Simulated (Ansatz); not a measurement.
**C2H8O2Si: density, localisation and related maps**

Input

```
crystal:
  periodic: [false, false, false]
  atoms:
    - { symbol: O, position_ang: [-1.2257, 1.2257, 0.2621] }
    - { symbol: C, position_ang: [-0.9948, 0.0107, 0.8575] }
    - { symbol: C, position_ang: [0.4662, -0.2805, 0.7355] }
    - { symbol: Si, position_ang: [1.1813, -0.5889, -0.9963] }
    - { symbol: O, position_ang: [0.7665, 0.6755, -2.011] }
    - { symbol: H, position_ang: [-2.2058, 1.4922, 0.4488] }
    - { symbol: H, position_ang: [-1.2513, 0.0801, 1.9172] }
    - { symbol: H, position_ang: [-1.564, -0.7395, 0.3697] }
    - { symbol: H, position_ang: [0.7382, -1.1426, 1.4037] }
    - { symbol: H, position_ang: [1.0689, 0.5649, 1.1779] }
    - { symbol: H, position_ang: [1.16775, 0.31217, -2.83991] }
    - { symbol: H, position_ang: [2.5895, -0.8251, -0.9711] }
    - { symbol: H, position_ang: [0.0202, 1.3004, -1.6661] }
basis:
  gaussian: { orbitals: cc-pVDZ }
hamiltonian:
  xc: pbe
  dispersion: d4
relax:
  f_tol: 0.02
  max_steps: 50
output:
  orbitals: {}
```

Command:

```sh
ansatz run input.yaml --threads 2 --pin off --max-ram 3072MiB --backend cpu --events-out ev --progress --plain --runs-dir out
```

The fields are those of the relaxed geometry.

Computed with RKS PBE-D4/cc-pVDZ (Ansatz).

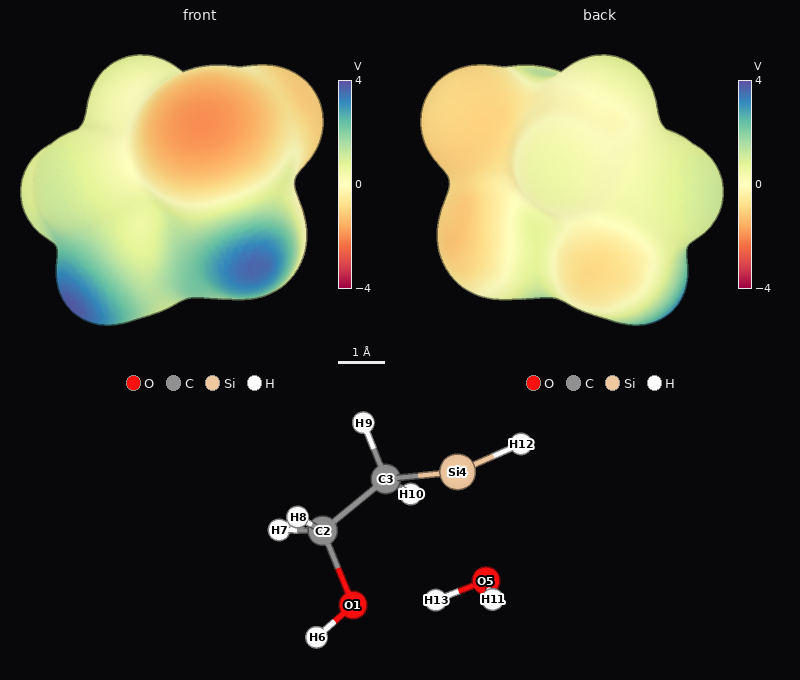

Figure 1. The molecular electrostatic potential painted on the density surface at 0.004 e/bohr³, seen from the front and from behind; the colour scale runs from red (negative) to blue (positive). The bare structure is drawn below in the same view.

Question: Where is the surface potential most negative and most positive?

Answer: The most negative region (about −2.0 V) lies over Si4, the most positive (about +3.7 V) over H6 and H11.

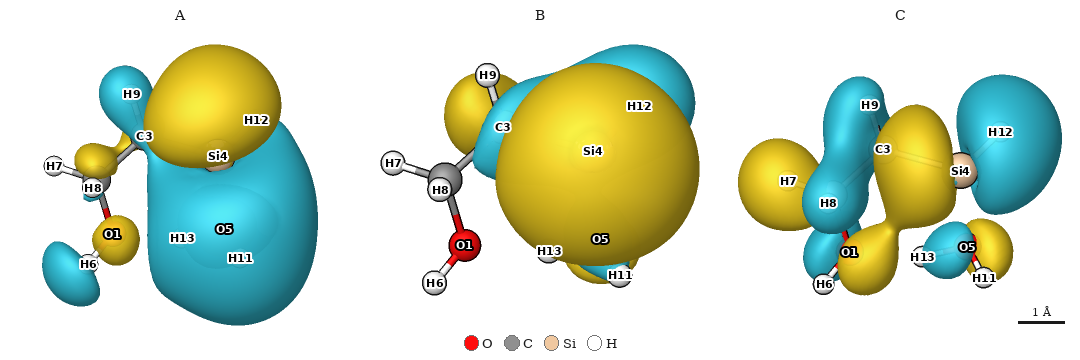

Figure 2. Three frontier orbitals at ±0.06 Å⁻³ᐟ² (yellow and cyan are the two phases), in no order.

Question: Which picture is the HOMO−1, the HOMO and the LUMO?

Answer: C is the HOMO−1 (−6.12 eV). By Hirshfeld shares it lies mainly on Si4 (about 25 %), C3 (about 25 %), H12 (about 15 %), C2 (about 10 %), O1 (about 5 %) and H7 (about 5 %). B is the HOMO (−4.06 eV). Its weight (Hirshfeld) is mainly on Si4 (about 70 %), H12 (about 10 %) and C3 (about 10 %). A is the LUMO (−0.84 eV). By Hirshfeld shares it lies mainly on Si4 (about 50 %), O5 (about 15 %) and H11 (about 15 %).

Question: What is the HOMO–LUMO gap?

Answer: 3.22 eV between the orbital energies.

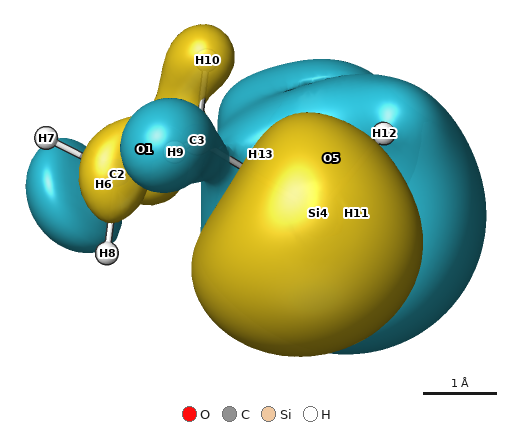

Figure 3. One frontier orbital at ±0.06 Å⁻³ᐟ² (yellow and cyan are the two phases), seen from one side.

Question: Which orbital is it: HOMO or LUMO?

Answer: The LUMO, at −0.84 eV. It lies mainly on Si4 (about 50 %), O5 (about 15 %) and H11 (about 15 %).
